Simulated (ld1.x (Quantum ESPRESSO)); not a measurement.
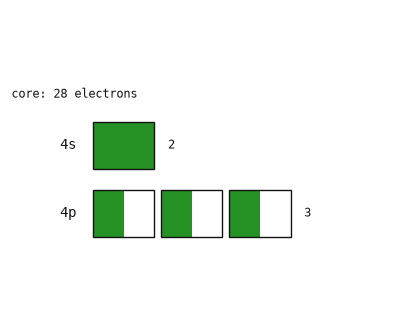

The valence shells of the reference configuration: a box for each of the 2l + 1 orbitals, shaded by the share of the shell that is filled, with the electron count at the right.

# Pseudopotential generation: As (part 1 of 2)

Arsenic (As, Z = 33), core [Ar] 3d10, reference valence 4s2 4p3, valence charge 5. Computed at this level: TM potential, LDA (PZ), scalar-relativistic, made with ld1.x (Quantum ESPRESSO) 7.5.

Summary:

- outcome: generated
- cutoffs needed: 45 Ry and 100 Ry (the cutoffs, on a coarse ladder, from which the occupation-weighted sum of valence levels, in a spherical-Bessel basis at the reference potential, stays within 10 and 1 mRy of its value at 400 Ry); ghost states and empty shells don't enter this sum
- ghost test: no ghost state below the valence levels in the s, p, d, f channels (spherical-Bessel basis up to 400 Ry, 20 bohr box)
- largest excitation error: -73 meV (all-electron minus pseudo) for 4s2 4p0, out of 7 test configurations
- range over which the phases arctan(r u′/u) at the test radius agree within 0.05 rad (a looser test near the poles than one of phase shifts): s: up to about 1.5 Ry; p: up to about 3.0 Ry; d: between about -2.8 and 1.0 Ry
- hardware: 1 CPU thread, shared host
- wall time: 2.1 s

The input:
```
 &input
   title='As', zed=33., rel=1, dft='PZ', iswitch=3,
   config='[Ar] 3d10 4s2 4p3 4d-2',
   nld=3, rlderiv=2.35, eminld=-3.0, emaxld=5.0, deld=0.02
 /
 &inputp
   pseudotype=2, tm=.true., lloc=-1, rcloc=1.70,
   nlcc=.true., rcore=0.60,
   file_pseudopw='As.UPF', file_wfcaegen='ae.wfc', file_wfcncgen='nc.wfc', file_beta='beta', file_chi='chi'
 /
3
4S  1  0   2.00   0.00  1.30  1.30  0.0
4P  2  1   3.00   0.00  2.15  2.15  0.0
4D  3  2  -2.00   0.25  1.80  1.80  0.0
 &test
   configts(1)='4s2 4p3'
 /
```

Input of the test run:
```
 &input
   title='As', zed=33., rel=1, dft='PZ', iswitch=2,
   config='[Ar] 3d10 4s2 4p3 4d-2'
 /
 &test
   file_pseudo='As.UPF', nconf=10,
   configts(1)='4s2 4p3',
   configts(2)='4s2 4p2',
   configts(3)='4s2 4p1',
   configts(4)='4s2 4p0',
   configts(5)='4s1 4p4',
   configts(6)='4s2 4p3.3',
   configts(7)='4s1 4p3',
   configts(8)='4s0 4p5',
   configts(9)='4s2 4p3', lsdts(9)=1,
   configts(10)='4s2 4p2', lsdts(10)=1
 /
```

Command:
```bash
ld1.x < As.in > As.out
```

The program's output:
```
     Program LD1 v.7.5
     --------------------------- All-electron run ----------------------------

     As
     scalar relativistic calculation

     atomic number is 33.00
     dft =PZ   lsd =0 sic =0 latt =0  beta=0.20 tr2=1.0E-14
     Exchange-correlation= PZ
                           (   1   1   0   0   0   0   0)
     mesh =1209 r(mesh) =  99.83237 a.u. xmin = -7.00 dx = 0.01250
     1 Ry =  13.60569312 eV, c = 137.03599908

     n l     nl                  e(Ry)          e(Ha)          e(eV)
     1 0     1S 1( 2.00)      -859.8456      -429.9228    -11698.7957
     2 0     2S 1( 2.00)      -109.0973       -54.5486     -1484.3438
     2 1     2P 1( 6.00)       -95.7674       -47.8837     -1302.9813
     3 0     3S 1( 2.00)       -13.9278        -6.9639      -189.4976
     3 1     3P 1( 6.00)        -9.8057        -4.9028      -133.4130
     3 2     3D 1(10.00)        -3.0056        -1.5028       -40.8935
     4 0     4S 1( 2.00)        -1.0806        -0.5403       -14.7027
     4 1     4P 1( 3.00)        -0.3930        -0.1965        -5.3475

     final scf error:  7.8E-15 reached in  28 iterations

     Etot =   -4515.501452 Ry,   -2257.750726 Ha,  -61436.527055 eV

     Ekin =    4600.780690 Ry,    2300.390345 Ha,   62596.810194 eV
     Encl =  -10890.482353 Ry,   -5445.241176 Ha, -148172.560854 eV
     Eh   =    1935.205793 Ry,     967.602896 Ha,   26329.816144 eV
     Exc  =    -161.005582 Ry,     -80.502791 Ha,   -2190.592539 eV

     normalization and overlap integrals

     s(1S/1S) =  1.000000  <r> =   0.0456  <r2> =    0.0028  r(max) =   0.0299
     s(2S/2S) =  1.000000  <r> =   0.2031  <r2> =    0.0486  r(max) =   0.1701
     s(2P/2P) =  1.000000  <r> =   0.1774  <r2> =    0.0385  r(max) =   0.1358
     s(3S/3S) =  1.000000  <r> =   0.5995  <r2> =    0.4144  r(max) =   0.5239
     s(3P/3P) =  1.000000  <r> =   0.6180  <r2> =    0.4492  r(max) =   0.5239
     s(3D/3D) =  1.000000  <r> =   0.6789  <r2> =    0.5836  r(max) =   0.4740
     s(4S/4S) =  1.000000  <r> =   1.9315  <r2> =    4.3058  r(max) =   1.6136
     s(4P/4P) =  1.000000  <r> =   2.5451  <r2> =    7.6983  r(max) =   1.9709

     ------------------------ End of All-electron run ------------------------

     --------------------- Generating NC pseudopotential ---------------------

      Generating local potential from pseudized AE potential:
      Matching radius rcloc =   1.7000

      Local pseudo, rcloc= 1.696 Estimated cut-off energy=     8.54 Ry

      Computing core charge for nlcc:

       r > 0.60 : true rho core
       r < 0.60 : rho core = a sin(br)/r    a=  60.72  b=   3.81

      Integrated core pseudo-charge :  18.32

      Wfc   4S  rcut= 1.289  Using Troullier-Martins method

      Wfc   4P  rcut= 2.124  Using Troullier-Martins method

      Wfc   4D  rcut= 1.783  Using Troullier-Martins method

     ------------------- End of pseudopotential generation -------------------

     --------------------------- All-electron run ----------------------------

     As
     scalar relativistic calculation

     atomic number is 33.00
     dft =PZ   lsd =0 sic =0 latt =0  beta=0.20 tr2=1.0E-14
     Exchange-correlation= PZ
                           (   1   1   0   0   0   0   0)
     mesh =1209 r(mesh) =  99.83237 a.u. xmin = -7.00 dx = 0.01250
     1 Ry =  13.60569312 eV, c = 137.03599908

     n l     nl                  e(Ry)          e(Ha)          e(eV)
     1 0     1S 1( 2.00)      -859.8456      -429.9228    -11698.7957
     2 0     2S 1( 2.00)      -109.0973       -54.5486     -1484.3438
     2 1     2P 1( 6.00)       -95.7674       -47.8837     -1302.9813
     3 0     3S 1( 2.00)       -13.9278        -6.9639      -189.4976
     3 1     3P 1( 6.00)        -9.8057        -4.9028      -133.4130
     3 2     3D 1(10.00)        -3.0056        -1.5028       -40.8935
     4 0     4S 1( 2.00)        -1.0806        -0.5403       -14.7027
     4 1     4P 1( 3.00)        -0.3930        -0.1965        -5.3475

     final scf error:  7.8E-15 reached in  28 iterations

     Etot =   -4515.501452 Ry,   -2257.750726 Ha,  -61436.527055 eV

     Ekin =    4600.780690 Ry,    2300.390345 Ha,   62596.810194 eV
     Encl =  -10890.482353 Ry,   -5445.241176 Ha, -148172.560854 eV
     Eh   =    1935.205793 Ry,     967.602896 Ha,   26329.816144 eV
     Exc  =    -161.005582 Ry,     -80.502791 Ha,   -2190.592539 eV

     normalization and overlap integrals

     s(1S/1S) =  1.000000  <r> =   0.0456  <r2> =    0.0028  r(max) =   0.0299
     s(2S/2S) =  1.000000  <r> =   0.2031  <r2> =    0.0486  r(max) =   0.1701
     s(2P/2P) =  1.000000  <r> =   0.1774  <r2> =    0.0385  r(max) =   0.1358
     s(3S/3S) =  1.000000  <r> =   0.5995  <r2> =    0.4144  r(max) =   0.5239
     s(3P/3P) =  1.000000  <r> =   0.6180  <r2> =    0.4492  r(max) =   0.5239
     s(3D/3D) =  1.000000  <r> =   0.6789  <r2> =    0.5836  r(max) =   0.4740
     s(4S/4S) =  1.000000  <r> =   1.9315  <r2> =    4.3058  r(max) =   1.6136
     s(4P/4P) =  1.000000  <r> =   2.5451  <r2> =    7.6983  r(max) =   1.9709

     ------------------------ End of All-electron run ------------------------

     Computing logarithmic derivative in   2.36260
     Computing logarithmic derivative in   2.36260
     Computing the partial wave expansion
     R is outside the sphere for l=    0 j= 0.00
     R is outside the sphere for l=    1 j= 0.00
     R is outside the sphere for l=    2 j= 0.00

     ---------------------- Testing the pseudopotential ----------------------

     As
     scalar relativistic calculation

     atomic number is 33.00   valence charge is  5.00
     dft =PZ   lsd =0 sic =0 latt =0  beta=0.20 tr2=1.0E-14
     mesh =1209 r(mesh) =  99.83237 xmin = -7.00 dx = 0.01250

     n l     nl             e AE (Ry)        e PS (Ry)    De AE-PS (Ry)
     1 0     4S   1( 2.00)       -1.08063       -1.08063       -0.00000
     2 1     4P   1( 3.00)       -0.39303       -0.39303        0.00000

     eps = 1.5E-16  iter =  4

     Etot =   -4515.501452 Ry,   -2257.750726 Ha,  -61436.527055 eV
     Etotps =   -62.341136 Ry,     -31.170568 Ha,    -848.194360 eV

     Ekin =       4.119812 Ry,       2.059906 Ha,      56.052891 eV
     Encl =     -25.365696 Ry,     -12.682848 Ha,    -345.117882 eV
     Ehrt =       9.878005 Ry,       4.939002 Ha,     134.397098 eV
     Ecxc =     -53.493696 Ry,     -26.746848 Ha,    -727.818811 eV
     (Ecc =     -49.739603 Ry,     -24.869802 Ha,    -676.741776 eV)
     Epseu=       2.520441 Ry,       1.260220 Ha,      34.292343 eV

     ---------------------- End of pseudopotential test ----------------------
```

Output of the test run (extracts):
```
     ---------------------- Testing the pseudopotential ----------------------

     As
     scalar relativistic calculation

     atomic number is 33.00   valence charge is  5.00
     dft =PZ   lsd =0 sic =0 latt =0  beta=0.20 tr2=1.0E-14
     mesh =1209 r(mesh) =  99.83237 xmin = -7.00 dx = 0.01250

     n l     nl             e AE (Ry)        e PS (Ry)    De AE-PS (Ry)
     1 0     4S   1( 2.00)       -1.08063       -1.08063       -0.00000
     2 1     4P   1( 3.00)       -0.39303       -0.39303        0.00000

     eps = 2.7E-16  iter =  4

     Etot =   -4515.501452 Ry,   -2257.750726 Ha,  -61436.527055 eV
     Etotps =   -62.341136 Ry,     -31.170568 Ha,    -848.194360 eV

     Ekin =       4.119812 Ry,       2.059906 Ha,      56.052891 eV
     Encl =     -25.365696 Ry,     -12.682848 Ha,    -345.117881 eV
     Ehrt =       9.878004 Ry,       4.939002 Ha,     134.397098 eV
     Ecxc =     -53.493696 Ry,     -26.746848 Ha,    -727.818810 eV
     (Ecc =     -49.739603 Ry,     -24.869802 Ha,    -676.741776 eV)
     Epseu=       2.520441 Ry,       1.260220 Ha,      34.292342 eV

     ---------------------- End of pseudopotential test ----------------------

     ---------------------- Testing the pseudopotential ----------------------

     As
     scalar relativistic calculation

     atomic number is 33.00   valence charge is  5.00
     dft =PZ   lsd =0 sic =0 latt =0  beta=0.20 tr2=1.0E-14
     mesh =1209 r(mesh) =  99.83237 xmin = -7.00 dx = 0.01250

     n l     nl             e AE (Ry)        e PS (Ry)    De AE-PS (Ry)
     1 0     4S   1( 2.00)       -1.73510       -1.73538        0.00028
     2 1     4P   1( 2.00)       -0.99552       -0.99567        0.00016

     eps = 2.7E-15  iter =  7

     Etot =   -4514.816057 Ry,   -2257.408029 Ha,  -61427.201784 eV
     Etotps =   -61.655610 Ry,     -30.827805 Ha,    -838.867305 eV
     dEtot_ae =       0.685395 Ry
     dEtot_ps =       0.685526 Ry,   Delta E=      -0.000131 Ry

     Ekin =       3.644636 Ry,       1.822318 Ha,      49.587798 eV
     Encl =     -21.751191 Ry,     -10.875596 Ha,    -295.940033 eV
     Ehrt =       6.925692 Ry,       3.462846 Ha,      94.228845 eV
     Ecxc =     -52.969895 Ry,     -26.484948 Ha,    -720.692141 eV
     (Ecc =     -49.739603 Ry,     -24.869802 Ha,    -676.741776 eV)
     Epseu=       2.495149 Ry,       1.247574 Ha,      33.948227 eV

     ---------------------- End of pseudopotential test ----------------------

     ---------------------- Testing the pseudopotential ----------------------

     As
     scalar relativistic calculation

     atomic number is 33.00   valence charge is  5.00
     dft =PZ   lsd =0 sic =0 latt =0  beta=0.20 tr2=1.0E-14
     mesh =1209 r(mesh) =  99.83237 xmin = -7.00 dx = 0.01250

     n l     nl             e AE (Ry)        e PS (Ry)    De AE-PS (Ry)
     1 0     4S   1( 2.00)       -2.48256       -2.48493        0.00236
     2 1     4P   1( 1.00)       -1.68735       -1.68909        0.00174

     eps = 1.4E-16  iter = 10

     Etot =   -4513.481142 Ry,   -2256.740571 Ha,  -61409.039328 eV
     Etotps =   -60.319738 Ry,     -30.159869 Ha,    -820.691846 eV
     dEtot_ae =       2.020311 Ry
     dEtot_ps =       2.021397 Ry,   Delta E=      -0.001087 Ry

     Ekin =       2.853779 Ry,       1.426890 Ha,      38.827647 eV
     Encl =     -17.446647 Ry,      -8.723324 Ha,    -237.373730 eV
     Ehrt =       4.238570 Ry,       2.119285 Ha,      57.668682 eV
     Ecxc =     -52.349149 Ry,     -26.174574 Ha,    -712.246454 eV
     (Ecc =     -49.739603 Ry,     -24.869802 Ha,    -676.741776 eV)
     Epseu=       2.383709 Ry,       1.191854 Ha,      32.432010 eV

     ---------------------- End of pseudopotential test ----------------------

     ---------------------- Testing the pseudopotential ----------------------

     As
     scalar relativistic calculation

     atomic number is 33.00   valence charge is  5.00
     dft =PZ   lsd =0 sic =0 latt =0  beta=0.20 tr2=1.0E-14
     mesh =1209 r(mesh) =  99.83237 xmin = -7.00 dx = 0.01250

     n l     nl             e AE (Ry)        e PS (Ry)    De AE-PS (Ry)
     1 0     4S   1( 2.00)       -3.29733       -3.30601        0.00868  !
     2 1     4P   1( 0.00)       -2.44402       -2.45110        0.00708  !

     eps = 3.7E-18  iter =  7

     Etot =   -4511.420230 Ry,   -2255.710115 Ha,  -61380.999203 eV
     Etotps =   -58.254576 Ry,     -29.127288 Ha,    -792.593891 eV
     dEtot_ae =       4.081222 Ry
     dEtot_ps =       4.086559 Ry,   Delta E=      -0.005337 Ry

     Ekin =       1.745360 Ry,       0.872680 Ha,      23.746829 eV
     Encl =     -12.563785 Ry,      -6.281892 Ha,    -170.938997 eV
     Ehrt =       2.074074 Ry,       1.037037 Ha,      28.219220 eV
     Ecxc =     -51.664413 Ry,     -25.832207 Ha,    -702.930150 eV
     (Ecc =     -49.739603 Ry,     -24.869802 Ha,    -676.741776 eV)
     Epseu=       2.154187 Ry,       1.077094 Ha,      29.309208 eV

     ---------------------- End of pseudopotential test ----------------------

     ---------------------- Testing the pseudopotential ----------------------

     As
     scalar relativistic calculation

     atomic number is 33.00   valence charge is  5.00
     dft =PZ   lsd =0 sic =0 latt =0  beta=0.20 tr2=1.0E-14
     mesh =1209 r(mesh) =  99.83237 xmin = -7.00 dx = 0.01250

     n l     nl             e AE (Ry)        e PS (Ry)    De AE-PS (Ry)
     1 0     4S   1( 1.00)       -1.14564       -1.14658        0.00094
     2 1     4P   1( 4.00)       -0.43953       -0.43955        0.00002

     eps = 3.5E-16  iter =  9

     Etot =   -4514.804494 Ry,   -2257.402247 Ha,  -61427.044451 eV
     Etotps =   -61.643683 Ry,     -30.821841 Ha,    -838.705029 eV
     dEtot_ae =       0.696959 Ry
     dEtot_ps =       0.697453 Ry,   Delta E=      -0.000494 Ry

     Ekin =       4.552796 Ry,       2.276398 Ha,      61.943947 eV
     Encl =     -24.696843 Ry,     -12.348421 Ha,    -336.017664 eV
     Ehrt =       9.613080 Ry,       4.806540 Ha,     130.792617 eV
     Ecxc =     -53.338233 Ry,     -26.669116 Ha,    -725.703627 eV
     (Ecc =     -49.739603 Ry,     -24.869802 Ha,    -676.741776 eV)
     Epseu=       2.225517 Ry,       1.112758 Ha,      30.279697 eV

     ---------------------- End of pseudopotential test ----------------------
```

(Continued in part 2.)
